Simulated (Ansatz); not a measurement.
## Run report: Si₂H₇O (charge −1), molecular dynamics (part 3 of 3)

The same run, continued: Si₂H₇O, charge −1; RKS PBE0/def2-SVP (Ansatz 0.2.0). It belongs to a series of runs on one base structure; here: dynamics from the start.

Geometry of the input (Å):
```
O  0.1089  0.3249  -2.4166
H  0.0795  -0.5983  -2.6999
Si 0.4819  0.2195  -0.7163
Si -0.5463  -0.0568  1.4772
H  1.9523  0.1876  -0.3087
H  0.2952  -1.3642  -0.8548
H  0.2515  1.7556  -0.6376
H  -0.4190  1.0546  2.5103
H  -0.1468  -1.3030  2.2513
H  -2.0571  -0.2199  1.3952
```

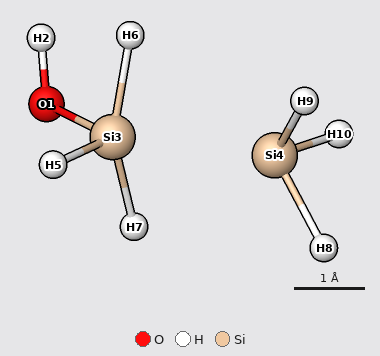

*The geometry at step 98 of the log (ball-and-stick view, seen at a tilt; atoms are numbered from 1 in the order of the input).*

Trajectory as extended XYZ, continued:
```
10
Properties=species:S:1:pos:R:3:forces:R:3 step=45 time_fs=45.0 energy=-17900.91154 temperature=231.5
O     0.1125    0.3110   -2.4148   -0.0178   0.0382  -0.0385
H    -0.0555   -0.6014   -2.6835    0.0972  -0.0030   0.0545
Si    0.4836    0.2279   -0.7110   -0.4154   0.2051  -0.0829
Si   -0.5445   -0.0451    1.4696    1.3228  -0.5703   0.1430
H     1.9230    0.1867   -0.2703    0.2935  -0.2220  -0.0464
H     0.1431   -1.3342   -0.8028    0.1507   0.0056  -0.0074
H     0.3263    1.7770   -0.6727   -0.0240  -0.0396   0.0152
H    -0.3967    0.9377    2.6060   -0.2718   0.2403   0.1296
H    -0.2058   -1.3641    2.1709    0.4030   0.1378  -0.0723
H    -1.9330   -0.4298    1.3444   -1.5382   0.2080  -0.0948
10
Properties=species:S:1:pos:R:3:forces:R:3 step=52 time_fs=52.0 energy=-17900.92718 temperature=246.7
O     0.0940    0.3058   -2.4576    0.3396   0.3243   0.6269
H    -0.0543   -0.6046   -2.7385    0.0912  -0.0631   0.1711
Si    0.5164    0.2394   -0.7145   -0.7734  -0.7067  -0.8252
Si   -0.5680   -0.0546    1.4924   -0.6047  -0.2782   0.4000
H     1.9807    0.1332   -0.2417   -0.2755  -0.0497  -0.1712
H     0.1504   -1.3220   -0.8555    0.2625   0.1171   0.2144
H     0.3253    1.7426   -0.6869    0.1028   0.3770   0.0108
H    -0.3736    0.9386    2.6571   -0.1992  -0.0439  -0.2473
H    -0.0514   -1.3206    2.1606   -0.0038  -0.0350  -0.0659
H    -2.1425   -0.3684    1.5397    1.0606   0.3583  -0.1137
10
Properties=species:S:1:pos:R:3:forces:R:3 step=60 time_fs=60.0 energy=-17900.82941 temperature=152.1
O     0.0845    0.3093   -2.4842    0.4176   0.1177   1.0148
H    -0.0034   -0.6247   -2.7118    0.0038  -0.0101   0.0274
Si    0.5367    0.2437   -0.7341   -1.2024   0.3338  -0.6659
Si   -0.5981   -0.0698    1.5243    1.6792   0.5224  -0.3959
H     1.9650    0.0557   -0.2825    0.2647   0.2244   0.0653
H     0.2777   -1.2942   -0.8226   -0.0993  -0.3309  -0.0701
H     0.3873    1.8113   -0.7025    0.1538  -0.4299  -0.0383
H    -0.4341    0.9535    2.6255    0.2503   0.2186   0.1285
H     0.1121   -1.2824    2.1173   -0.4357  -0.0791   0.0682
H    -2.0454   -0.1742    1.6890   -1.0319  -0.5670  -0.1341
10
Properties=species:S:1:pos:R:3:forces:R:3 step=68 time_fs=68.0 energy=-17900.83029 temperature=153.0
O     0.0901    0.3153   -2.4742    0.2313  -0.2163   0.6972
H     0.0515   -0.6311   -2.6670   -0.0907  -0.0043  -0.1809
Si    0.5350    0.2482   -0.7669    0.0107  -0.9478   0.2482
Si   -0.6058   -0.0738    1.5503   -0.3479   0.7810  -0.4566
H     2.0138    0.0941   -0.3126   -0.2641   0.0978  -0.0324
H     0.3666   -1.3726   -0.8204   -0.1706   0.3857  -0.1924
H     0.5172    1.7558   -0.7278   -0.2340   0.4842   0.0880
H    -0.3878    1.0306    2.6070    0.0454  -0.2944  -0.1420
H     0.0516   -1.3050    2.1227   -0.2087  -0.1300   0.2196
H    -2.1818   -0.2327    1.7417    1.0284  -0.1560  -0.2487
10
Properties=species:S:1:pos:R:3:forces:R:3 step=75 time_fs=75.0 energy=-17900.85634 temperature=178.1
O     0.1021    0.3147   -2.4457   -0.1007   0.1925  -0.5839
H     0.0615   -0.6171   -2.6960   -0.0623   0.0270  -0.0404
Si    0.5308    0.2407   -0.7916    0.0836   0.4142   1.2376
Si   -0.6091   -0.0661    1.5633    0.9379  -0.3841  -0.9582
H     1.9880    0.1759   -0.3407    0.0966  -0.1418   0.0486
H     0.3626   -1.3210   -0.8991   -0.1105  -0.2156   0.0868
H     0.5275    1.8322   -0.7197   -0.3877  -0.5285   0.0077
H    -0.3106    1.0141    2.5681   -0.1570   0.1066   0.2827
H    -0.1117   -1.3628    2.2154    0.1356   0.2718  -0.0350
H    -2.0684   -0.3804    1.6883   -0.4354   0.2580  -0.0461
10
Properties=species:S:1:pos:R:3:forces:R:3 step=82 time_fs=82.0 energy=-17900.86473 temperature=186.3
O     0.1117    0.3189   -2.4330   -0.2149   0.3517  -1.2933
H     0.0442   -0.5912   -2.7453    0.0187   0.0062   0.0835
Si    0.5276    0.2360   -0.7965   -0.1092  -0.5960   1.4843
Si   -0.5988   -0.0618    1.5619    0.3688  -0.3447  -0.5266
H     1.9883    0.2019   -0.3527    0.0383  -0.1223  -0.0211
H     0.3110   -1.3331   -0.9401    0.0497  -0.0581   0.2866
H     0.3720    1.7485   -0.6989   -0.1830   0.2781   0.0948
H    -0.3122    1.0105    2.6186   -0.3621  -0.0645  -0.0582
H    -0.2137   -1.3297    2.3081    0.3454   0.0016  -0.0179
H    -2.0913   -0.4213    1.6011    0.0484   0.5479  -0.0320
10
Properties=species:S:1:pos:R:3:forces:R:3 step=90 time_fs=90.0 energy=-17900.98532 temperature=302.9
O     0.1167    0.3356   -2.4581    0.0962  -0.0506  -0.1812
H     0.0341   -0.5753   -2.7692    0.0762   0.0308   0.0342
Si    0.5206    0.2214   -0.7738   -0.8698  -0.1136   0.6647
Si   -0.5781   -0.0633    1.5498    0.0222  -0.0696   0.0329
H     1.9910    0.1809   -0.3819   -0.0595   0.1568  -0.0535
H     0.2774   -1.3578   -0.8544    0.0734   0.2460  -0.0561
H     0.1131    1.7268   -0.6354    0.3426  -0.2483  -0.0735
H    -0.4869    0.9924    2.6516    0.0213   0.1345  -0.1401
H    -0.1717   -1.2776    2.3898   -0.1013  -0.0542  -0.1623
H    -2.1200   -0.2181    1.4913    0.3986  -0.0316  -0.0652
10
Properties=species:S:1:pos:R:3:forces:R:3 step=98 time_fs=98.0 energy=-17900.89895 temperature=219.4
O     0.1248    0.3521   -2.4907    0.2290  -0.3890   0.7904
H     0.0644   -0.5666   -2.7856    0.0676   0.0590  -0.0696
Si    0.4967    0.2042   -0.7370   -0.5079   0.4534  -0.4695
Si   -0.5520   -0.0654    1.5384    0.1658   0.6402   0.1918
H     1.9832    0.2365   -0.4334   -0.0231   0.0885   0.0565
H     0.2729   -1.3129   -0.7944   -0.0832  -0.3822  -0.2572
H     0.0165    1.6461   -0.6020    0.1326   0.2746  -0.0567
H    -0.6486    1.0358    2.6073    0.4040  -0.0113  -0.0919
H    -0.1810   -1.2684    2.3938   -0.3428  -0.1681  -0.0026
H    -2.0593   -0.0243    1.3206   -0.0421  -0.5650  -0.0912
10
Properties=species:S:1:pos:R:3:forces:R:3 step=105 time_fs=105.0 energy=-17900.93977 temperature=258.8
O     0.1387    0.3567   -2.4963    0.1570  -0.2542   1.0694
H     0.1236   -0.5494   -2.8296    0.0489   0.0019   0.0394
Si    0.4656    0.1957   -0.7122    0.0404   0.0422  -1.1948
Si   -0.5247   -0.0585    1.5305   -0.9411  -0.0087  -0.3145
H     1.9707    0.3243   -0.4515   -0.2344  -0.1607   0.0572
H     0.2442   -1.3845   -0.8512    0.0695   0.3941   0.0067
H     0.0113    1.6610   -0.6024   -0.0383   0.0759   0.0424
H    -0.6133    1.0871    2.5345    0.1970  -0.0726   0.0252
H    -0.3406   -1.3199    2.3797   -0.0814   0.1435  -0.0214
H    -2.0629   -0.1015    1.1417    0.7825  -0.1615   0.2905
10
Properties=species:S:1:pos:R:3:forces:R:3 step=112 time_fs=112.0 energy=-17900.83506 temperature=157.5
O     0.1569    0.3546   -2.4724   -0.0191   0.1950   0.5689
H     0.2048   -0.5292   -2.8535    0.0155  -0.0805   0.1457
Si    0.4341    0.1894   -0.7065    0.1207   0.7151  -1.1356
Si   -0.5073   -0.0513    1.5190    0.6465  -0.5116  -0.0868
H     1.8996    0.3515   -0.4386    0.3661  -0.1338   0.1056
H     0.2357   -1.3388   -0.9083   -0.0320  -0.2165   0.2053
H    -0.0099    1.7055   -0.5863   -0.0708  -0.4453   0.0367
H    -0.4923    1.1169    2.4764   -0.1811   0.0426   0.1277
H    -0.5256   -1.3227    2.3678    0.4000   0.1239   0.1568
H    -1.8750   -0.2566    1.0453   -1.2459   0.3111  -0.1242
10
Properties=species:S:1:pos:R:3:forces:R:3 step=120 time_fs=120.0 energy=-17900.84848 temperature=170.6
O     0.1774    0.3562   -2.4276   -0.0931   0.1453  -0.4253
H     0.3037   -0.5233   -2.8006   -0.0342  -0.0541   0.0086
Si    0.4048    0.1922   -0.7207    1.2171  -0.5319   0.0785
Si   -0.4864   -0.0531    1.5018   -1.3786  -0.4310  -0.1754
H     1.9132    0.3056   -0.3865   -0.3429  -0.0224  -0.1254
H     0.2124   -1.3667   -0.8713   -0.0311   0.0671   0.0451
H    -0.0910    1.6102   -0.5439   -0.2267   0.4444   0.0244
H    -0.4488    1.1451    2.4547   -0.2347  -0.1120  -0.0901
H    -0.5388   -1.2609    2.4330    0.3069   0.0141   0.0698
H    -2.0040   -0.2380    0.9849    0.8173   0.4806   0.5898
10
Properties=species:S:1:pos:R:3:forces:R:3 step=128 time_fs=128.0 energy=-17900.82767 temperature=150.4
O     0.1946    0.3618   -2.3996   -0.0804   0.0056  -1.2324
H     0.3783   -0.5249   -2.7343   -0.0804   0.0012  -0.1862
Si    0.3952    0.1895   -0.7328   -0.2166   0.0406   1.2975
Si   -0.4861   -0.0634    1.4834    0.4289   0.2396   0.9038
H     1.8435    0.2542   -0.3828    0.4578   0.1878   0.0154
H     0.1708   -1.3822   -0.8189    0.0260   0.1481  -0.2654
H    -0.2521    1.6299   -0.5100    0.3164  -0.4055  -0.2205
H    -0.5143    1.1428    2.4085    0.3120   0.1658   0.0721
H    -0.3755   -1.1894    2.5275   -0.0552  -0.0499  -0.2270
H    -1.9192    0.0138    1.1818   -1.1085  -0.3333  -0.1572
10
Properties=species:S:1:pos:R:3:forces:R:3 step=135 time_fs=135.0 energy=-17900.81029 temperature=133.7
O     0.2077    0.3666   -2.4112    0.0961  -0.0137  -1.0656
H     0.4040   -0.5153   -2.7532   -0.0757   0.0504  -0.1542
Si    0.3883    0.1858   -0.7235    0.5283  -0.2766   0.3896
Si   -0.4886   -0.0680    1.4809   -1.3246   1.0004   0.9998
H     1.8970    0.2863   -0.3884   -0.4431   0.0684   0.0073
H     0.1464   -1.3405   -0.8806    0.0793  -0.3023  -0.0626
H    -0.2827    1.5381   -0.5628   -0.0008   0.4872   0.0657
H    -0.4482    1.1907    2.3833    0.3768  -0.2108  -0.1519
H    -0.2439   -1.1537    2.5227   -0.1995  -0.1847  -0.0340
H    -2.0852    0.0945    1.3485    0.9631  -0.6183   0.0060
10
Properties=species:S:1:pos:R:3:forces:R:3 step=142 time_fs=142.0 energy=-17900.97334 temperature=291.3
O     0.2229    0.3720   -2.4518    0.0969   0.1054  -0.0864
H     0.3969   -0.4958   -2.8383   -0.0471   0.0097   0.1026
Si    0.3862    0.1782   -0.7085   -0.7162  -0.2338  -1.1240
Si   -0.5071   -0.0592    1.4943    0.7564  -0.0701   0.6049
H     1.8329    0.3542   -0.3772    0.3195   0.0055   0.2387
H     0.1644   -1.3893   -0.9687    0.2141   0.1952   0.2150
H    -0.2824    1.5931   -0.6010    0.1948  -0.0925   0.0802
H    -0.2203    1.1805    2.3158    0.0060   0.0999   0.1284
H    -0.1930   -1.1865    2.4857   -0.0068   0.0177  -0.0913
H    -1.9809   -0.0739    1.5051   -0.8176  -0.0370  -0.0681
10
Properties=species:S:1:pos:R:3:forces:R:3 step=150 time_fs=150.0 energy=-17900.86969 temperature=191.1
O     0.2434    0.3826   -2.5001    0.0132  -0.0536   0.7116
H     0.3686   -0.4902   -2.8946    0.0128  -0.0009   0.1511
Si    0.3744    0.1665   -0.7124    0.1896   0.6026  -1.2090
Si   -0.5206   -0.0489    1.5219   -0.3467  -0.6017   0.1801
H     1.8313    0.4200   -0.2599   -0.3554  -0.2263  -0.0236
H     0.2928   -1.3732   -0.9650    0.0648  -0.0855   0.0787
H    -0.1919    1.6267   -0.6052    0.0416  -0.1652  -0.0440
H     0.0110    1.1714    2.2833   -0.5680  -0.1377   0.1039
H    -0.1313   -1.2263    2.4082    0.1686   0.0330   0.0562
H    -2.0813   -0.2761    1.6601    0.7795   0.6354  -0.0050
```

Summary:

| quantity | value |
| --- | --- |
| outcome | finished |
| mean temperature over the second half | 203 K |
| trajectory | 150 steps, 150 fs |
| ensemble | nve_milne |
| temperature in the input | 400.0 K |
| time step | 1.0 fs |
| potential energy (last step) | −17900.8697 eV |
| mean-field energy (last step) | −17900.8697 eV |
| largest force (length of the vector) (last step) | 1.364 eV/Å |
| hardware | 1 thread of Intel Xeon (Granite Rapids), 32 GiB of memory available, shared host |
| wall time | 2.8 min |
| peak memory | 0.15 GiB |

So short a trajectory is not equilibrated.
